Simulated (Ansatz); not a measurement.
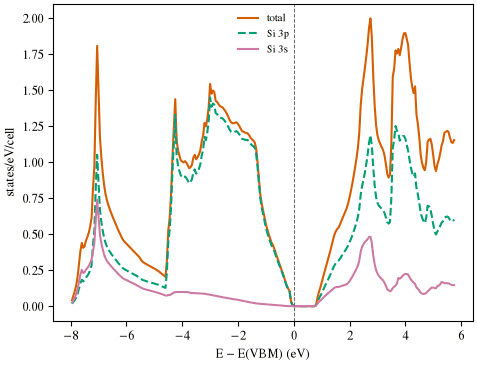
Figure. Total and projected density of states of Si (diamond, Fd-3m), DFT-r²SCAN+D4 in the program Ansatz with PAW potentials

Which orbitals carry the states next to the gap?

Top 1 eV of the valence band: Si 3p 96 %. Bottom 1 eV of the conduction band: Si 3p 57 %, Si 3s 26 %, outside the projected shells 17 %. Projections are on Löwdin-orthogonalised atomic valence shells; empty p or d shells of many metals are not among them.

Where is the tallest occupied peak in this window, and what makes it?

Near -7.0 eV, about 1.8 states/eV per cell; the largest projected share is Si 3p.

The r²SCAN+D4 relaxation kept the symmetry of its start.

Potentials: the earlier of the program's two PAW sets.
